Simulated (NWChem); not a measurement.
**One shape, several levels: PN (SMILES N#P)**

We compute a comparison of 3 runs (PBE0/def2-SVP, M06-2X/cc-pVDZ, MP2/aug-cc-pVTZ) of PN. 

The calculation is run with NWChem 7.3.0.

## (1) The structure to begin with

The species is PN (2 atoms), meant as a singlet with charge 0. SMILES: `N#P`. Geometry: the measured bond length.

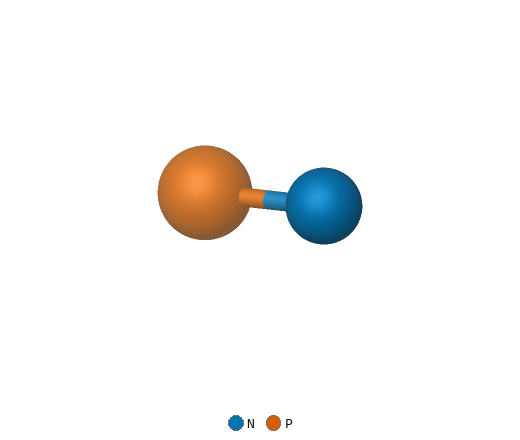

The structure, seen from a chosen angle (nitrogen blue, phosphorus orange).

## (2) Energy and gradient at PBE0/def2-SVP (run 1)

Contents of input.nw:

```
start input
title "phosphorous nitride"
memory stack 880 mb heap 220 mb global 1100 mb

geometry units atomic noautosym nocenter noautoz
   N    0.00000000   0.00000000   0.00000000
   P    0.00000000   0.00000000   2.81732843
end

basis spherical bse
   * library def2-SVP
end

dft
   xc pbe0
   grid xfine
   convergence energy 1e-08
   maxiter 100
   mulliken
   print low
end

task dft gradient
```

On the command line:

```
$ nwchem input.nw > input.out
```

Standard output:

```text
[...]
 d= 0,ls=0.0,diis     1   -395.6317192339 -4.33D+02  5.47D-02  5.16D-01     0.5
[...]
 d= 0,ls=0.0,diis     8   -395.7120704430 -5.75D-09  1.48D-07  5.08D-11     3.0
         Total DFT energy =     -395.712070443002
      One electron energy =     -619.746626117166
           Coulomb energy =      216.607587062255
    Exchange-Corr. energy =      -29.842381628524
 Nuclear repulsion energy =       37.269350240433
[...]
      Total Density - Mulliken Population Analysis
     ---------------------------------------------
    Atom       Charge   Shell Charges
 -----------   ------   -------------------------------------------------------
    1 N    7     7.27   1.99  1.12  0.71  2.11  1.32  0.02
    2 P   15    14.73   2.00  1.99  1.29  0.59  5.92  1.42  1.39  0.13
[...]
                         DFT ENERGY GRADIENTS
    atom               coordinates                        gradient
                 x          y          z           x          y          z
   1 N       0.000000   0.000000   0.000000   -0.000000  -0.000000  -0.003160
   2 P       0.000000   0.000000   2.817328    0.000000   0.000000   0.003160
 Task  times  cpu:        3.8s     wall:        3.8s
 Total times  cpu:        3.9s     wall:        3.9s
```

It took 4.5 s on 1 thread of Intel Xeon Platinum 8259CL at 2.50GHz (Skylake/Cascade Lake), shared host; peak memory 0.11 GiB.

## (3) Energy and gradient at M06-2X/cc-pVDZ (run 2)

Contents of calc.nw:

```
start calc
title "NP"
memory stack 880 mb heap 220 mb global 1100 mb
charge 0
geometry units au noautosym nocenter noautoz
   N   0.00000000  0.00000000  0.00000000
   P   0.00000000  0.00000000  2.81732843
end
basis "ao basis" spherical bse
   * library cc-pVDZ
end
dft
   xc m06-2x
   mult 1
   grid xfine
   convergence energy 1e-08
   maxiter 100
   mulliken
end
task dft gradient
```

On the command line:

```
$ nwchem calc.nw > calc.out
```

Standard output:

```text
[...]
          Wavefunction type:  closed shell.
          No. of atoms     :     2
          No. of electrons :    22
[...]
          Charge           :     0
          Spin multiplicity:     1
[...]
          AO basis - number of functions:    32
[...]
              XC Information
              --------------
                       M06-2X Method XC Functional
                     Hartree-Fock (Exact) Exchange  0.540
                        M06-2X Exchange Functional  1.000
                      M06-2X Correlation Potential  1.000
[...]
 d= 0,ls=0.0,diis     1   -395.9525988173 -4.33D+02  3.44D-02  4.50D-01     1.4
[...]
 d= 0,ls=0.0,diis    10   -396.0241891465 -3.07D-10  2.61D-07  1.79D-11    11.4
         Total DFT energy =     -396.024189146541
      One electron energy =     -620.008690798466
           Coulomb energy =      216.742175844647
    Exchange-Corr. energy =      -30.027024433156
 Nuclear repulsion energy =       37.269350240433
[...]
      Total Density - Mulliken Population Analysis
     ---------------------------------------------
    Atom       Charge   Shell Charges
 -----------   ------   -------------------------------------------------------
    1 N    7     7.27   2.01  0.86  0.90  2.09  1.38  0.03
    2 P   15    14.73   2.00  2.02  0.97  0.85  6.00  1.64  1.09  0.15
[...]
  wavefunction    = closed shell
                         DFT ENERGY GRADIENTS
    atom               coordinates                        gradient
                 x          y          z           x          y          z
   1 N       0.000000   0.000000   0.000000    0.000000  -0.000000  -0.005301
   2 P       0.000000   0.000000   2.817328   -0.000000   0.000000   0.005301
[...]
```

It took 16 s on 1 thread of Intel Xeon Platinum 8259CL at 2.50GHz (Skylake/Cascade Lake), shared host; peak memory 0.11 GiB.

## (4) Energy and gradient at MP2/aug-cc-pVTZ (run 3)

Contents of mymol.nw:

```
echo
START mymol
TITLE "NP"
memory total 2200 mb

GEOMETRY noautosym nocenter noautoz
  N      0.000000     0.000000     0.000000
  P      0.000000     0.000000     1.490866
END

BASIS spherical bse
  N library aug-cc-pVTZ
  P library aug-cc-pVTZ
END

SCF
  nopen 0
  rhf
  thresh 1e-08
  maxiter 80
  print medium
END

MP2
  freeze core 6
  tight
END

TASK mp2 gradient
```

On the command line:

```
$ nwchem mymol.nw > mymol.out
```

Standard output:

```text
[...]
  functions       =    96
[...]
  wavefunction    = RHF
[...]
         Total SCF energy =   -395.176887187299
      One-electron energy =   -619.620645982609
      Two-electron energy =    187.174405852142
 Nuclear repulsion energy =     37.269352943167
        Time for solution =     60.9s
[...]
          Total MP2 energy          -395.532263652436
[...]
                         mp2 ENERGY GRADIENTS
    atom               coordinates                        gradient
                 x          y          z           x          y          z
   1 N       0.000000   0.000000   0.000000    0.000000  -0.000000   0.042009
   2 P       0.000000   0.000000   2.817328   -0.000000   0.000000  -0.042009
[...]
```

It took 2.9 min on 1 thread of Intel Xeon Platinum 8259CL at 2.50GHz (Skylake/Cascade Lake), shared host; peak memory 0.2 GiB.

## (5) All runs side by side

```
run            level  integration grid  iteration cap  energy (Eh)  largest force (eV/Å)  wall time
  1    PBE0/def2-SVP             xfine            100  -395.712070                 0.162      4.5 s
  2   M06-2X/cc-pVDZ             xfine            100  -396.024189                 0.273       16 s
  3  MP2/aug-cc-pVTZ                 –             80  -395.532264                 2.160    2.9 min
```

## (6) Outcome

```
                                                      quantity          value
                                           run 3: total energy  -395.53226 Eh
run 3: dipole moment (of the density that the program reports)         2.65 D
                    run 3: HOMO energy (Hartree–Fock orbitals)      -12.08 eV
                    run 3: LUMO energy (Hartree–Fock orbitals)        0.76 eV
                  run 3: HOMO–LUMO gap (Hartree–Fock orbitals)       12.84 eV
            run 3: correlation energy (6 core orbitals frozen)     -355.4 mEh
                               run 3: largest force on an atom     2.160 eV/Å
```

What this shows: Totals of different functionals can't be ranked against each other. All runs together took 3.2 min, the longest 2.9 min.
